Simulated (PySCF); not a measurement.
# BBrF2 (SMILES FB(F)Br): BLYP/aug-cc-pVDZ

Aim: the vertical singlet–triplet gap of BBrF2 at BLYP/aug-cc-pVDZ, from 2 runs. 

Program for the calculation: PySCF 2.14.0.

2 further runs of the same task are left out: 2 set aside as unsound or not needed.

## Step 1: The structure to begin with

BBrF2: 4 atoms, total charge 0, spin state singlet. As SMILES, `FB(F)Br`. The shape is that of a PBE0-D4/def2-TZVP optimisation.

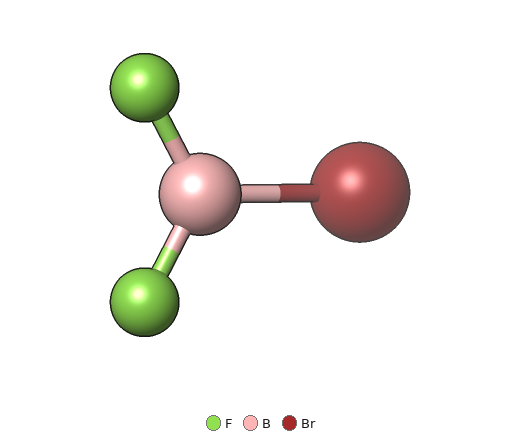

Viewed from a chosen angle; fluorine green, boron pink, bromine red.

## Step 2: A single-point energy at BLYP/aug-cc-pVDZ

run.py

```python
# FB(F)Br
from pyscf import gto, dft

molecule = gto.M(
    atom='''
F     -0.215650    -1.366490    -0.109870
B     -0.127940    -0.063330    -0.022770
F     -1.212420     0.659630    -0.144250
Br     1.556010     0.770190     0.276890
''',
    max_memory=1860,
    spin=0,
    verbose=3,
    basis='aug-cc-pvdz',
)

mf = dft.RKS(molecule)
mf.xc = 'blyp'
mf.grids.level = 5
mf.conv_tol = 1e-10
mf.kernel()
if not mf.converged:
    mf = mf.newton().run(mf.mo_coeff, mf.mo_occ)

etot = mf.e_tot
print('E = %.10f Eh' % etot)
```

Run with:

```
$ OMP_NUM_THREADS=1 python run.py
```

Standard output:

```text
converged SCF energy = -2798.84204184196
E = -2798.8420418420 Eh
```

Run time: 18 s. Hardware: 1 thread of Arm Neoverse V1, shared host; peak memory 0.55 GiB.

## Step 3: The triplet

run.py

```python
from pyscf import gto, dft

molecule = gto.M(
    atom='''
F     -0.215650    -1.366490    -0.109870
B     -0.127940    -0.063330    -0.022770
F     -1.212420     0.659630    -0.144250
Br     1.556010     0.770190     0.276890
''',
    verbose=3,
    basis='aug-cc-pvdz',
    max_memory=1860,
    spin=2,
    charge=0,
)

mf = dft.UKS(molecule)
mf.xc = 'blyp'
mf.conv_tol = 1e-10
mf.grids.level = 5
mf.kernel()
if not mf.converged:
    mf = mf.newton().run(mf.mo_coeff, mf.mo_occ)

e_tot = mf.e_tot
print('Final energy', e_tot)
```

Run with:

```
$ OMP_NUM_THREADS=1 python run.py
```

Standard output:

```text
WARN: HOMO -0.054939597235677 >= LUMO -0.299666291854179

WARN: HOMO -0.0555637548486061 >= LUMO -0.159339276533657

WARN: HOMO -0.0623049464252636 >= LUMO -0.334366194864358

WARN: HOMO -0.0389852013375114 >= LUMO -0.317482150647402

WARN: HOMO -0.0519808833449851 >= LUMO -0.326146380985386

WARN: HOMO -0.0462543490748581 >= LUMO -0.320427272020316

WARN: HOMO -0.0463245141793225 >= LUMO -0.320347602257548

WARN: HOMO -0.04600544768976 >= LUMO -0.319574219127572

WARN: HOMO -0.0460483533318046 >= LUMO -0.319740220687292

WARN: HOMO -0.0460326580955561 >= LUMO -0.31972640774486

WARN: HOMO -0.0459788811074962 >= LUMO -0.319661977897399

WARN: HOMO -0.0459711213799432 >= LUMO -0.319659496186959

WARN: HOMO -0.0459668997286578 >= LUMO -0.319657094629528

WARN: HOMO -0.0459681538922849 >= LUMO -0.319655668296927

WARN: HOMO -0.0459683047732735 >= LUMO -0.319655729654135

WARN: HOMO -0.0459682577896432 >= LUMO -0.319655394297421

converged SCF energy = -2798.58984769039  <S^2> = 2.0027565  2S+1 = 3.0018371
Final energy -2798.5898476903867
```

Wall time 42 s (1 thread of Arm Neoverse V1, shared host); peak memory 0.56 GiB.

## Step 4: Results

Level: BLYP/aug-cc-pVDZ.

```
                                        quantity           value
                           singlet: total energy  -2798.84204 Eh
                          singlet: dipole moment          0.23 D
                            singlet: HOMO energy        -7.56 eV
                            singlet: LUMO energy        -1.42 eV
                          singlet: HOMO–LUMO gap         6.13 eV
                           triplet: total energy  -2798.58985 Eh
                          triplet: dipole moment          3.06 D
     triplet: HOMO energy (highest over α and β)        -1.25 eV
                                   triplet: ⟨S²⟩           2.003
vertical energy of the triplet above the singlet        6.863 eV
```

What this shows: At this shape the triplet lies 6.86 eV (158 kcal/mol) above the singlet.
